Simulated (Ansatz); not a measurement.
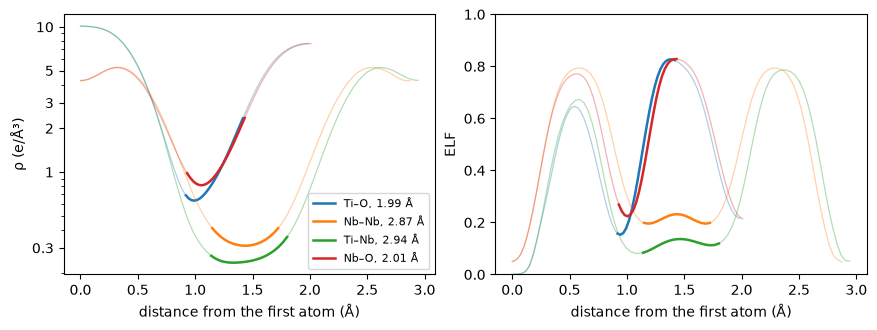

The picture shows: TiNb$_{3}$O$_{8}$. Valence charge density (pseudo) and ELF along straight lines between neighbouring atoms. Thin, pale parts lie inside the atomic spheres.

Space group Immm; a generated structure, not necessarily the stable one; computed without spin polarisation.

The calculation used Ansatz 0.2.0, DFT PBEsol, scalar-relativistic, plane waves, PAW.

The density is the valence pseudo-density of a PAW calculation; it isn't the true density close to the nuclei.

Question: Compare the contacts.

Answer: Ti–O (1.99 Å): ρ at the midpoint is about 0.63 e/Å³; the ELF peaks at about 0.85 in the valence shell of O, 0.6 Å from its nucleus, and is about 0.20 at the midpoint; no shared electron pair shows on this line.
Nb–Nb (2.87 Å): ρ is about 0.31 e/Å³ halfway; the ELF is about 0.25 at the midpoint: no localised pair shows between them.
Ti–Nb (2.94 Å): ρ at the midpoint is about 0.24 e/Å³; the ELF is about 0.15 at the midpoint: no localised pair shows between them.
Nb–O (2.01 Å): ρ is about 0.84 e/Å³ halfway; the ELF peaks at about 0.85 in the valence shell of O, 0.6 Å from its nucleus, and drops to about 0.20 between the two atoms: no localised pair shows between them.
